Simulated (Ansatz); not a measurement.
# BNH (doublet): one geometry, many settings at angle B1–N2–H3 = 180.0°

Aim: run BNH (doublet) at one geometry under a spread of methods and options, and see what each costs and gives.

Program: Ansatz 0.2.0, Gaussian basis. Level of theory: the settings change from run to run. These are calculated values, not measurements.

15 further runs of the same task are left out: 2 for a known fault of the program, 1 for a mislabelled method, 8 that didn't finish, 4 set aside as unsound or not needed.

## 1. What is computed

The geometry derives from a PBE0/def2-TZVP stationary point (not a proven minimum). One angle is set to the value named; bond lengths are kept.

3 atoms, charge 0, spin multiplicity 2.

Atoms are counted from 1 here; the program's logs count them from 0.

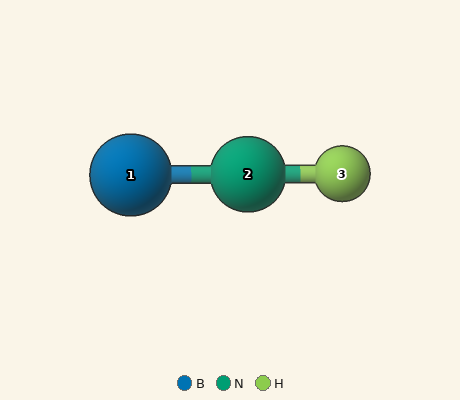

The geometry (boron blue, nitrogen teal, hydrogen green); atoms are numbered from 1 in the order of the file.

## 2. BCCD(T) on ROHF/STO-3G

Input file in.yaml:

```yaml
crystal:
  periodic: [false, false, false]
  atoms:
    - {symbol: B, position_ang: [0.000000, 0.000000, 1.153245]}
    - {symbol: N, position_ang: [0.000000, 0.000000, -0.080303]}
    - {symbol: H, position_ang: [0.000000, 0.000000, -1.072942]}
basis:
  gaussian: {orbitals: STO-3G}
magnetization: {spin_polarized: false, initial_magnetization: 1}
correlation: {method: bccd_t, electrons: outside_noble_gas}
scf: {omitted_lower_state_checks: [cluster_reference]}
```

Run with:

```console
ansatz run in.yaml --threads 1 --pin off --events-out ev --progress --plain --max-ram 2393MiB
```

The log of the run (excerpt; [...] marks lines left out):

```text
Functional definition: HF
  name "HF"
  cite "Fock, Z. Phys. 61, 126 (1930) doi:10.1007/BF01340294"
  parent pbe
[...]
143 factors; integrals over basis functions are off by at most 8.1e-5 eV
[...]
mean field -2138.54789084 eV, -78.5901854284 hartree, gradient 1.5e-6 eV, S^2 0.750000; 2 other end points of the search recorded, 0 dependent functions left out
2 core orbitals not correlated: weight in the atoms' cores, before any rotation towards them, 1.000 or more for the frozen orbitals, at most 0.000 for the correlated occupied ones
reference -2138.54789084 eV, -78.5901854284 hartree; 5, 4 occupied and 4, 5 virtual orbitals, 143 factors
second order -2.98704763 eV of doubles, -0.03301687 eV of singles
cycle   1  -3.07454157 eV  change   -5.1e-2 eV  update   1.0e-1
[...]
cycle  11  -3.46846251 eV  change   -8.1e-6 eV  update   8.9e-6
perturbative correction -0.16924258 eV, -0.0062195502 hartree
Total energy: -2142.18559593 eV, -78.7238686249 hartree
Checks for a lower state left out: cluster_reference
```

Wall time 0.36 s (1 thread of Arm Neoverse V1, shared host).

From the report: correlation -3.6377 eV; largest double amplitude 0.12.

## 3. NEVPT4(SD)(5,3)/6-31G*

Input file in.yaml:

```yaml
crystal:
  periodic: [false, false, false]
  atoms:
    - {symbol: B, position_ang: [0.000000, 0.000000, 1.153245]}
    - {symbol: N, position_ang: [0.000000, 0.000000, -0.080303]}
    - {symbol: H, position_ang: [0.000000, 0.000000, -1.072942]}
basis:
  gaussian: {orbitals: "6-31G*"}
magnetization: {spin_polarized: false, initial_magnetization: 1}
hamiltonian: {pseudopotentials: {relativity: scalar}}
correlation: {method: fic_nevpt4_sd, electrons: valence, active_space: {window: {electrons: 5, orbitals: 3}}}
```

Same command.

The log of the run (excerpt; [...] marks lines left out):

```text
Functional definition: HF
  name "HF"
  cite "Fock, Z. Phys. 61, 126 (1930) doi:10.1007/BF01340294"
  parent pbe
[...]
311 factors; integrals over basis functions are off by at most 4.9e-4 eV
[...]
mean field -2168.06623564 eV, -79.6749645916 hartree, gradient 2.2e-6 eV, S^2 0.750000; 4 other end points of the search recorded, 0 dependent functions left out
reference -2168.06623564 eV, -79.6749645916 hartree; 7, 6 occupied and 25, 26 virtual orbitals, 311 factors
state -2168.06623564 eV, -79.6749645916 hartree
state -2168.06623564 eV, -79.6749645916 hartree; corrected -2174.43484706 eV, -79.9090067447 hartree
state -2165.75465379 eV, -79.5900155255 hartree
state -2165.75465379 eV, -79.5900155255 hartree; corrected -2171.54560812 eV, -79.8028291718 hartree
state -2168.06623564 eV, -79.6749645916 hartree; corrected -2174.43484706 eV, -79.9090067447 hartree
WARN: 2 active orbitals are nearly empty or full. The corrections depend on them more than the energy does, and are more stable in an active space without them
Total energy: -2174.43484706 eV, -79.9090067447 hartree
Relativity: scalar
```

It took 0.79 s on 1 thread of Arm Neoverse V1, shared host.

From the report: 1 determinant; active occupations 2.00, 2.00, 1.00. The report marks this result as in doubt.

## 4. BCCD on UHF/6-31G*

Input file in.yaml:

```yaml
crystal:
  periodic: [false, false, false]
  atoms:
    - {symbol: B, position_ang: [0.000000, 0.000000, 1.153245]}
    - {symbol: N, position_ang: [0.000000, 0.000000, -0.080303]}
    - {symbol: H, position_ang: [0.000000, 0.000000, -1.072942]}
basis:
  gaussian: {orbitals: "6-31G*"}
magnetization: {spin_polarized: true, initial_magnetization: 1}
correlation: {method: bccd, electrons: outside_noble_gas}
accuracy: high
```

The command is unchanged.

The log of the run (excerpt; [...] marks lines left out):

```text
Functional definition: HF
  name "HF"
  cite "Fock, Z. Phys. 61, 126 (1930) doi:10.1007/BF01340294"
  parent pbe
[...]
593 factors; integrals over basis functions are off by at most 3.2e-9 eV
[...]
mean field -2167.28550060 eV, -79.6462731080 hartree, gradient 2.2e-8 eV, S^2 0.845123; 5 other end points of the search recorded, 0 dependent functions left out
determinant -2167.28550060 eV, -79.6462731080 hartree, with singles and doubles -2173.52287351 eV, -79.8754923347 hartree
determinant -2164.92485056 eV, -79.5595208194 hartree, with singles and doubles -2170.71894009 eV, -79.7724496823 hartree
2 core orbitals not correlated: weight in the atoms' cores, before any rotation towards them, 1.000 or more for the frozen orbitals, at most 0.000 for the correlated occupied ones
reference -2167.28550060 eV, -79.6462731080 hartree; 5, 4 occupied and 25, 26 virtual orbitals, 593 factors
second order -5.84442425 eV of doubles, -0.00000000 eV of singles
cycle   1  -6.20827312 eV  change    2.9e-2 eV  update   1.4e-2
[...]
cycle  23  -6.21490004 eV  change  -3.3e-10 eV  update  7.5e-10
Total energy: -2173.50040063 eV, -79.8746664718 hartree
```

It took 1.8 s on 1 thread of Arm Neoverse V1, shared host.

From the report: ⟨S²⟩ of the determinant 0.845 (pure doublet: 0.75); correlation -6.2149 eV; largest double amplitude 0.08.

## 5. BCCD(T) on UHF/def2-SVP

in.yaml: that of step 4 with these lines changed.

```diff
@@ -7,5 +7,4 @@
 basis:
-  gaussian: {orbitals: "6-31G*"}
+  gaussian: {orbitals: def2-SVP}
 magnetization: {spin_polarized: true, initial_magnetization: 1}
-correlation: {method: bccd, electrons: outside_noble_gas}
-accuracy: high
+correlation: {method: bccd_t, electrons: outside_noble_gas}
```

Same command.

The log of the run (excerpt; [...] marks lines left out):

```text
Functional definition: HF
  name "HF"
  cite "Fock, Z. Phys. 61, 126 (1930) doi:10.1007/BF01340294"
  parent pbe
[...]
341 factors; integrals over basis functions are off by at most 1.3e-3 eV
[...]
mean field -2165.78099210 eV, -79.5909834406 hartree, gradient 2.0e-6 eV, S^2 0.842976; 5 other end points of the search recorded, 0 dependent functions left out
determinant -2165.78099210 eV, -79.5909834406 hartree, with singles and doubles -2172.11486987 eV, -79.8237491554 hartree
determinant -2163.42426577 eV, -79.5043753454 hartree, with singles and doubles -2169.28353254 eV, -79.7196994276 hartree
2 core orbitals not correlated: weight in the atoms' cores, before any rotation towards them, 1.000 or more for the frozen orbitals, at most 0.000 for the correlated occupied ones
reference -2165.78099210 eV, -79.5909834406 hartree; 5, 4 occupied and 26, 27 virtual orbitals, 341 factors
second order -5.93951173 eV of doubles, -0.00000000 eV of singles
cycle   1  -6.30401364 eV  change    3.0e-2 eV  update   1.3e-2
[...]
cycle  10  -6.31165288 eV  change   -5.0e-6 eV  update   7.3e-6
perturbative correction -0.27390730 eV, -0.0100659078 hartree
Total energy: -2172.36655229 eV, -79.8329983136 hartree
```

Run time: 1.4 s. Hardware: 1 thread of Arm Neoverse V1, shared host.

From the report: ⟨S²⟩ of the determinant 0.843 (pure doublet: 0.75); correlation -6.5856 eV; largest double amplitude 0.07.

## 6. CISDT/6-31G

Input file in.yaml:

```yaml
crystal:
  periodic: [false, false, false]
  atoms:
    - {symbol: B, position_ang: [0.000000, 0.000000, 1.153245]}
    - {symbol: N, position_ang: [0.000000, 0.000000, -0.080303]}
    - {symbol: H, position_ang: [0.000000, 0.000000, -1.072942]}
basis:
  gaussian: {orbitals: 6-31G, point_charges: [{charge: 0.50, position_ang: [4.431, 0.758, 0.805]}]}
magnetization: {spin_polarized: false, initial_magnetization: 1}
correlation: {active_space: {ras: {orbitals: [4, 1, 13], electrons: 9, max_holes: 3, max_particles: 3}, fixed_orbitals: true}}
```

The command is unchanged.

The log of the run:

```text
Functional definition: HF
  name "HF"
  cite "Fock, Z. Phys. 61, 126 (1930) doi:10.1007/BF01340294"
  parent pbe
  exchange = exact_x
  correlation = 0
290 factors; integrals over basis functions are off by at most 1.8e-4 eV
mean field evaluation 1: about -2163.1894 eV, gradient 3.3e1 eV
mean field evaluation 2: about -2163.1926 eV, gradient 3.3e1 eV
mean field evaluation 4: about -2166.4884 eV, gradient 2.3e0 eV
mean field evaluation 8: about -2166.5266 eV, gradient 6.1e-5 eV
mean field evaluation 16: about -2164.1127 eV, gradient 1.9e-4 eV
mean field -2166.52659880 eV, -79.6183839814 hartree, gradient 1.2e-6 eV, S^2 0.750000; 4 other end points of the search recorded, 0 dependent functions left out
reference -2166.52659880 eV, -79.6183839814 hartree; 7, 6 occupied and 13, 14 virtual orbitals, 290 factors
state -2171.00950006 eV, -79.7831275642 hartree
Total energy: -2171.00950006 eV, -79.7831275642 hartree
```

It took 1.4 s on 1 thread of Arm Neoverse V1, shared host.

From the report: 123,830 determinants.

## 7. All runs side by side

 † marks a result that the program doubts.

| level | correlated | functions | energy (eV) | time |
| --- | --- | --- | --- | --- |
| BCCD(T) on ROHF/STO-3G | outside noble gas | 11 | -2142.1856 | 0.36 s |
| NEVPT4(SD)(5,3)/6-31G* (relativity set) † | valence | 32 | -2174.4348 | 0.79 s |
| BCCD on UHF/6-31G* | outside noble gas | 32 | -2173.5004 | 1.8 s |
| BCCD(T) on UHF/def2-SVP | outside noble gas | 33 | -2172.3666 | 1.4 s |
| CISDT/6-31G (beside a point charge) | outside noble gas | 20 | -2171.0095 | 1.4 s |

## 8. What came out

```
quantity                           value
    runs                               5
quickest  BCCD(T) on ROHF/STO-3G, 0.36 s
 slowest       BCCD on UHF/6-31G*, 1.8 s
```

What this shows: Total energies in different bases, with other cores or another treatment of relativity can't be set against each other. BCCD on UHF/6-31G* took 5 times as long as BCCD(T) on ROHF/STO-3G; the jobs differ in more than the method.
